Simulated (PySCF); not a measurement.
## Electronic structure of C$_{4}$H$_{11}$NO$_{2}$Si (SMILES C/N=C/[SiH](OC)OC) in real space

Input

```
{"job": {"kind": "nmr", "xc": "PBE0", "basis": "pcSseg-1"}, "charge": 0, "multiplicity": 1}
C      3.178555    -1.038319     0.214943
N      1.846817    -0.678496    -0.165274
C      1.239008     0.245252     0.437849
Si    -0.521479     0.690568    -0.072476
O     -1.476192    -0.620079    -0.166668
C     -1.248176    -1.783829    -0.914221
O     -1.032500     1.591552     1.167063
C     -2.294857     2.161197     1.359637
H      3.189645    -2.099879     0.465927
H      3.564816    -0.455208     1.062886
H      3.827718    -0.896845    -0.650603
H      1.724779     0.787467     1.265502
H     -0.546719     1.423663    -1.343537
H     -1.817082    -2.592959    -0.454646
H     -1.588108    -1.640489    -1.942255
H     -0.186161    -2.032800    -0.921350
H     -3.075614     1.401783     1.299609
H     -2.487589     2.924871     0.602718
H     -2.306665     2.621800     2.348002
```

Run with:

```sh
OMP_NUM_THREADS=1 python probes_run.py task.json out
```

Geometry: GFN2-xTB.

These are results of PBE0/pcSseg-1, SCF density, gas phase, non-relativistic in PySCF 2.14.0, not measurements.

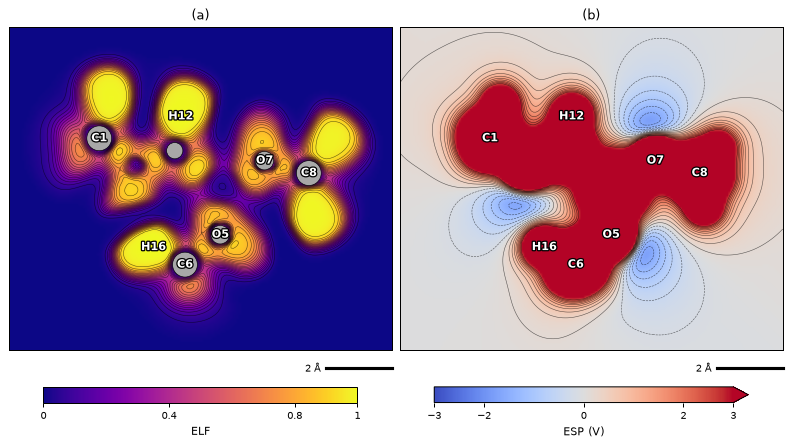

Figure 1. (a) electron localisation function; (b) molecular electrostatic potential on the plane of atoms O5, C6 and H16. Grey discs cover the atomic cores in the ELF map.

Question: Interpret the plot.

Answer: Atoms in the plane: C, O and H.
C–O (1.40 Å): the ELF peaks at about 0.90 between the atoms; a shared but strongly polarised pair.
C–H (1.09 Å): the ELF climbs to about 1 towards the hydrogen, as it does in any bond to H (an ordinary covalent bond to hydrogen).
The ELF also peaks beside O5, N2 and O7, away from the bonds: lone-pair regions.
Outside the dense part of the molecule the potential is most negative (−1.8 V) near O7.

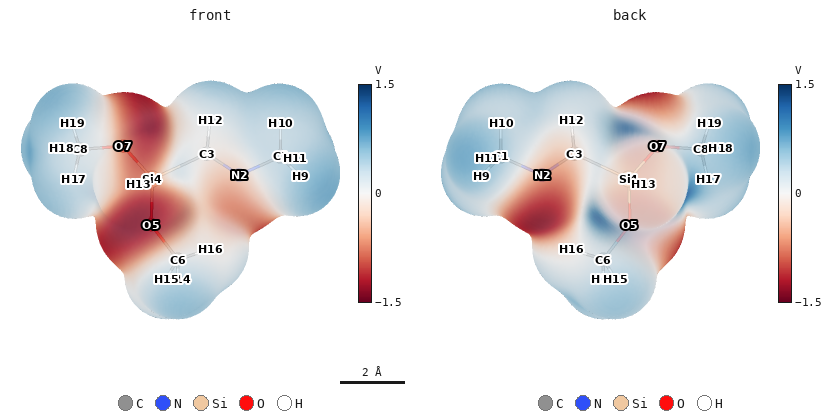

Figure 2. The molecular electrostatic potential painted on the density surface at 0.002 e/bohr³, seen from the front and from behind; red is negative and blue positive.

Question: Where is the surface potential most negative and most positive?

Answer: The most negative region (about −1.4 V, or −32 kcal/mol for a unit charge) lies over N2 and O5, the most positive (about +1.0 V, or +23 kcal/mol for a unit charge) over Si4.

Question: What dipole moment does the calculation give?

Answer: Its dipole moment is 0.35 D.
